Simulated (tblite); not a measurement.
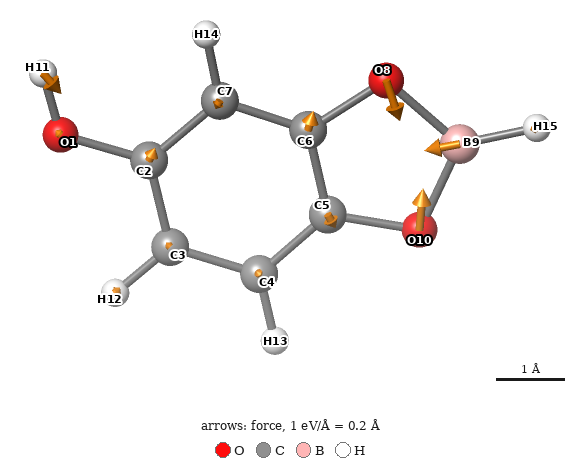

Starting geometry of C6H5BO3 with the computed forces as orange arrows. Style: ball-and-stick. Shown at a tilt.

All numbers below come from GFN2-xTB geometry optimisation, gas phase in tblite. 

What follows when this structure is relaxed?

It isn't relaxed: the largest force vector, on O8, is 3.42 eV/Å. The final displacements follow the starting forces only in part (cosine between the two patterns 0.64). The energy falls by 16.0 kcal/mol in 22 geometry steps. The largest move after the best rigid fit is that of H11, 0.23 Å. Largest moves by element: H 0.23 Å, B 0.10 Å, O 0.09 Å, C 0.04 Å. Near-neighbour distances that change, for instance: B9–O10 1.489 → 1.369 Å, O8–B9 1.492 → 1.376 Å, O1–H11 1.014 → 0.965 Å, C6–O8 1.400 → 1.358 Å. Bond angles that change, for instance: C2–O1–H11 122.3° → 109.9°, C6–C5–O10 112.4° → 108.5°, C4–C5–O10 126.6° → 130.2°.
